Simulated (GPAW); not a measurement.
# Property calculation, with input and output: SiNH4O (part 2 of 2)

Continued. System: SiNH4O, multiplicity 2, SMILES [NH][SiH2]O. Method: RPBE/dzp, UKS, scalar-relativistic datasets (GPAW 26.7.0). Some settings of this run were made unusual or wrong on purpose. The geometry comes from this level: PBE0-D4/def2-TZVP.

Geometry of the input (Å):
```
N  -1.2197  -0.3626  0.6667
Si 0.1166  0.2121  -0.2900
O  1.3985  -0.7951  -0.1469
H  -2.1010  0.1255  0.4963
H  -0.1843  0.2630  -1.7421
H  0.4146  1.5772  0.2362
H  1.6366  -1.0880  0.7342
```

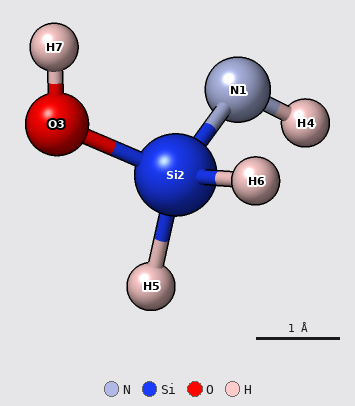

*The input geometry (ball-and-stick view, seen at a tilt; atoms are numbered from 1 in the order of the input).*

## Output, continued
```
Atoms  # Å, Bohr magnetons
|   | symbol |        x |        y |        z |    initial magnetic moments |
|---|--------|----------|----------|----------|-----------------------------|
| 0 |      N | 5.381300 | 5.225400 | 6.908800 | ( 0.0000,  0.0000,  0.3333) |
| 1 |     Si | 6.717600 | 5.800100 | 5.952100 | ( 0.0000,  0.0000,  0.3333) |
| 2 |      O | 7.999500 | 4.792900 | 6.095200 | ( 0.0000,  0.0000,  0.3333) |
| 3 |      H | 4.500000 | 5.713500 | 6.738400 | ( 0.0000,  0.0000,  0.0000) |
| 4 |      H | 6.416700 | 5.851000 | 4.500000 | ( 0.0000,  0.0000,  0.0000) |
| 5 |      H | 7.015600 | 7.165200 | 6.478300 | ( 0.0000,  0.0000,  0.0000) |
| 6 |      H | 8.237600 | 4.500000 | 6.976300 | ( 0.0000,  0.0000,  0.0000) |

Unit cell  # Å
| periodic |         x |         y |         z |   lengths |    angles |
|----------|-----------|-----------|-----------|-----------|-----------|
|       no | 12.737600 |  0.000000 |  0.000000 | 12.737600 | 90.000000 |
|       no |  0.000000 | 11.665200 |  0.000000 | 11.665200 | 90.000000 |
|       no |  0.000000 |  0.000000 | 11.476300 | 11.476300 | 90.000000 |

Number of symmetries: 1
Symmetry operations  # r_c * U_cc + t_c -> r_c
|   | kind |            matrix            |
|---|------|------------------------------|
| 0 |  E   |  1, 0, 0,  0, 1, 0,  0, 0, 1 |

BZ-sampling:
  Number of BZ points: 1
  Number of IBZ points: 1

  Monkhorst-Pack size: [1, 1, 1]
  Monkhorst-Pack shift: [0, 0, 0]

K-points  # in reciprocal-cell coordinates
|   |                                coordinates |     weight |
|---|--------------------------------------------|------------|
| 0 | (  0.00000000,   0.00000000,   0.00000000) | 1.00000000 |

basis functions: 59
Spin-components: 2 (collinear spins)
Bands:           16
Projectors:      27
Spin-degeneracy: 1
Datatype:        <class 'float'>

  Storage: CPU
  Wave functions: 15_104 bytes (15_104 per core)

Parallelization:
  kpt:    1
  domain: 1
  band:   1

Density:
  Valence electrons: 19.0
  Components: 2
  Grid points: [64 60 56]
  Charge: 0.0  # |e|

Potential:
  Grid points: [64 60 56]

species:
  N:
    name:    Nitrogen
    Z:       7.0
    valence: 5
    core:    2
    charge:  0.0  # [|e|]
    file:    N.RPBE.gz
    compensation charges:
      type: gauss
      rc: 0.18  # [Å]
      lmax: 2
    cutoffs:
      filter: 1.11  # [Å]
      core: 0.96  # [Å]
    projectors
    | kind |    occ | energy [eV] | rcut [Å] |
    |------|--------|-------------|----------|
    |   2s |  2.000 |     -18.658 |    0.603 |
    |   2p |  3.000 |      -7.050 |    0.529 |
    |    s |        |       8.553 |    0.603 |
    |    p |        |      20.161 |    0.529 |
    |    d |        |       0.000 |    0.577 |

    LCAO basis set for N:
      Name: dzp
      File: N.dzp.basis.gz
      Number of radial functions: 5
      Number of spherical harmonics: 13
        l=0, rc=4.8594 Bohr: 2s-sz confined orbital
        l=1, rc=6.0625 Bohr: 2p-sz confined orbital
        l=0, rc=2.6094 Bohr: 2s-dz split-valence wave
        l=1, rc=3.2656 Bohr: 2p-dz split-valence wave
        l=2, rc=6.0625 Bohr: d-type Gaussian polarization
      Number of RI-basis functions 0

  Si:
    name:    Silicon
    Z:       14.0
    valence: 4
    core:    10
    charge:  0.0  # [|e|]
    file:    Si.RPBE.gz
    compensation charges:
      type: gauss
      rc: 0.33  # [Å]
      lmax: 2
    cutoffs:
      filter: 1.86  # [Å]
      core: 2.06  # [Å]
    projectors
    | kind |    occ | energy [eV] | rcut [Å] |
    |------|--------|-------------|----------|
    |   3s |  2.000 |     -10.793 |    1.058 |
    |   3p |  2.000 |      -4.075 |    1.058 |
    |    s |        |      16.418 |    1.058 |
    |    p |        |      23.136 |    1.058 |
    |    d |        |       0.000 |    1.058 |

    LCAO basis set for Si:
      Name: dzp
      File: Si.dzp.basis.gz
      Number of radial functions: 5
      Number of spherical harmonics: 13
        l=0, rc=6.8594 Bohr: 3s-sz confined orbital
        l=1, rc=9.0625 Bohr: 3p-sz confined orbital
        l=0, rc=3.8906 Bohr: 3s-dz split-valence wave
        l=1, rc=5.2344 Bohr: 3p-dz split-valence wave
        l=2, rc=9.0625 Bohr: d-type Gaussian polarization
      Number of RI-basis functions 0

  O:
    name:    Oxygen
    Z:       8.0
    valence: 6
    core:    2
    charge:  0.0  # [|e|]
    file:    O.RPBE.gz
    compensation charges:
      type: gauss
      rc: 0.21  # [Å]
      lmax: 2
    cutoffs:
      filter: 1.17  # [Å]
      core: 0.83  # [Å]
    projectors
    | kind |    occ | energy [eV] | rcut [Å] |
    |------|--------|-------------|----------|
    |   2s |  2.000 |     -24.041 |    0.688 |
    |   2p |  4.000 |      -8.984 |    0.598 |
    |    s |        |       3.170 |    0.688 |
    |    p |        |      18.228 |    0.598 |
    |    d |        |       0.000 |    0.619 |

    LCAO basis set for O:
      Name: dzp
      File: O.dzp.basis.gz
      Number of radial functions: 5
      Number of spherical harmonics: 13
        l=0, rc=4.3438 Bohr: 2s-sz confined orbital
        l=1, rc=5.3906 Bohr: 2p-sz confined orbital
        l=0, rc=2.2969 Bohr: 2s-dz split-valence wave
        l=1, rc=2.8906 Bohr: 2p-dz split-valence wave
        l=2, rc=5.3906 Bohr: d-type Gaussian polarization
      Number of RI-basis functions 0

  H:
    name:    Hydrogen
    Z:       1.0
    valence: 1
    core:    0
    charge:  0.0  # [|e|]
    file:    H.RPBE.gz
    compensation charges:
      type: gauss
      rc: 0.15  # [Å]
      lmax: 2
    cutoffs:
      filter: 0.85  # [Å]
      core: 0.53  # [Å]
    projectors
    | kind |    occ | energy [eV] | rcut [Å] |
    |------|--------|-------------|----------|
    |   1s |  1.000 |      -6.572 |    0.476 |
    |    s |        |      20.639 |    0.476 |
    |    p |        |       0.000 |    0.476 |

    LCAO basis set for H:
      Name: dzp
      File: H.dzp.basis.gz
      Number of radial functions: 3
      Number of spherical harmonics: 5
        l=0, rc=6.4219 Bohr: 1s-sz confined orbital
        l=0, rc=3.6094 Bohr: 1s-dz split-valence wave
        l=1, rc=6.4219 Bohr: p-type Gaussian polarization
      Number of RI-basis functions 0

Reference energy: -11467.047474  # eV

eigensolver:
  <gpaw.new.lcao.eigensolver.LCAOEigensolver object at 0xf2ec061c8aa0>
density mixing:
  MSR1-Mixer
  Pratt-step length: 0.05
  Maximum mixing coefficient: 0.75
  Old densities: 10
  SVD Regularization: 0.005
  Good broyden scale: 1.0
  Trust region scale: 1.0
  Backstep threshold: 4.0
  History deletion threshold: 6.0
  Fourier metric: weight=20.0, sigma=0.015

occupation numbers:
  Fixed magnetic moment: 1.000
  Fermi-Dirac:
    width: 2.0000  # eV

FastPoissonSolver using
    Stencil: 6*3+1=19 point O(h^6) finite-difference Laplacian
    FFT axes: []
    FST axes: [np.int64(2), np.int64(1), np.int64(0)]

xc functional:
  name: RPBE with 2 nearest neighbor stencil
interpolation: tri-quintic # 5. degree polynomial

Initialization done in: 4.569 s

convergence criteria:
- Maximum [total energy] change in last 3 cyles: 0.0005 eV / valence electron
- Maximum integral of absolute [dens]ity change: 0.0001 electrons / valence electron
- Maximum integral of absolute [eigenst]ate change: 4e-08 eV^2 / valence electron
maximum number of iterations: 84

SCF iterations
|iter     |     time |      energy | eigst |  dens |  magmom |
|---------|----------|-------------|-------|-------|---------|
|iter:   1| 00:00:05 |  -31.836793 |      c|       |  +0.9983|
|iter:   2| 00:00:06 |  -31.397100 |      c| -0.70 |  +0.9984|
|iter:   3| 00:00:06 |  -29.851020 |      c| -0.75 |  +0.9993|
|iter:   4| 00:00:07 |  -29.808430 |      c| -1.25 |  +0.9997|
|iter:   5| 00:00:08 |  -29.746845 |      c| -1.52 |  +0.9998|
|iter:   6| 00:00:09 |  -29.724461 |      c| -1.80 |  +1.0000|
|iter:   7| 00:00:10 |  -29.735330 |      c| -2.37 |  +1.0000|
|iter:   8| 00:00:11 |  -29.735677 |      c| -2.79 |  +1.0000|
|iter:   9| 00:00:12 |  -29.736305c|      c| -3.32 |  +1.0000|
|iter:  10| 00:00:13 |  -29.736360c|      c| -3.73 |  +1.0000|
|iter:  11| 00:00:14 |  -29.736393c|      c| -4.35c|  +1.0000|

Converged in 11 steps
SCF loop duration: 9.885 s (0.899 s/step)
Energy contributions relative to reference atoms: (reference = -11467.047474)

Energy contributions:
  Kinetic:          39.385298
  Coulomb:         -34.148650
  Zero:              0.648037
  External:          0.000000
  Xc:              -28.626525
  Entropy:         -13.989103
  Spinorbit:         0.000000
  ----------------------------
  Free energy:     -36.730944
  Extrapolated:    -29.736393

dipole moment: (0.061175, 0.056017, 0.043453)  # |e|*Ang

Total magnetic moment: (0.000000, 0.000000, 0.999998)

Local magnetic moments
|        x |        y |        z |
|----------|----------|----------|
| 0.000000 | 0.000000 | 0.151757 |  # N    0
| 0.000000 | 0.000000 | 0.074723 |  # Si   1
| 0.000000 | 0.000000 | 0.090299 |  # O    2
| 0.000000 | 0.000000 | 0.006705 |  # H    3
| 0.000000 | 0.000000 | 0.019100 |  # H    4
| 0.000000 | 0.000000 | 0.021298 |  # H    5
| 0.000000 | 0.000000 | 0.005476 |  # H    6

Fermi levels: -3.418, -5.105
Eigenvalues  # (at kpt = [0.000, 0.000, 0.000])
| band index |      eig [eV] | occ [0-1] |      eig [eV] | occ [0-1] |
|------------|---------------|-----------|---------------|-----------|
|          0 |       -26.533 |     1.000 |       -26.312 |     1.000 |
|        ... |               |           |               |           |
|          2 |       -14.923 |     0.997 |       -14.738 |     0.992 |
|          3 |       -12.353 |     0.989 |       -12.107 |     0.971 |
|          4 |       -10.835 |     0.976 |       -10.537 |     0.938 |
|          5 |       -10.191 |     0.967 |        -9.928 |     0.918 |
|          6 |        -9.431 |     0.953 |        -9.144 |     0.883 |
|          7 |        -8.463 |     0.926 |        -8.142 |     0.820 |
|          8 |        -7.381 |     0.879 |        -6.815 |     0.702 |
|          9 |        -6.356 |     0.813 |        -5.682 |     0.572 |
|         10 |        -0.164 |     0.164 |         0.068 |     0.070 |
|         11 |         0.651 |     0.116 |         0.897 |     0.047 |
|         12 |         1.584 |     0.076 |         1.823 |     0.030 |
|         13 |         2.293 |     0.054 |         2.476 |     0.022 |
|         14 |         2.488 |     0.050 |         2.690 |     0.020 |
|         15 |         2.866 |     0.041 |         3.108 |     0.016 |

Gap: 5.517 eV
Transition (v -> c):
  (s=1, k=0, n=9, [0.00, 0.00, 0.00]) -> (s=0, k=0, n=10, [0.00, 0.00, 0.00])
No difference between direct/indirect transitions
vacuum-level: 0.000  # V
Energy = -29.73639 eV

Forces  # eV/Ang
|        x |        y |        z |
|----------|----------|----------|
|  0.75068 | -1.29777 |  0.48832 |  # N    0
| -1.69265 |  1.38568 | -0.13930 |  # Si   1
|  1.64912 | -0.99412 | -2.22083 |  # O    2
| -1.80429 |  0.71533 | -0.08288 |  # H    3
| -0.22303 | -0.00560 | -1.34967 |  # H    4
|  0.42308 |  1.20557 |  0.41805 |  # H    5
|  0.88802 | -1.03134 |  2.69061 |  # H    6

Force computation time: 0.318  # s
Forces (eV/Ang)
N     0.7507   -1.2978    0.4883
Si   -1.6927    1.3857   -0.1393
O     1.6491   -0.9941   -2.2208
H    -1.8043    0.7153   -0.0829
H    -0.2230   -0.0056   -1.3497
H     0.4231    1.2056    0.4180
H     0.8880   -1.0313    2.6906
Dipole                  0.450 D
```

## Outcome

| quantity | value |
| --- | --- |
| outcome | converged |
| energy relative to the program's reference atoms | −29.7364 eV |
| basis functions | 59 |
| largest force | 3.015 eV/Å |
| dipole moment | 0.45 D |
| wall time | 15 s |
| peak memory | 0.78 GiB |

## Diagnosis

Some settings of this run were drawn to be unusual or wrong (smear set to fermi-dirac (from fermi-dirac); width set to 2.0 (from 0.02)). It converged; results that depend on the unusual settings are not reference values. Further notes kept with the run: fractional occupations.
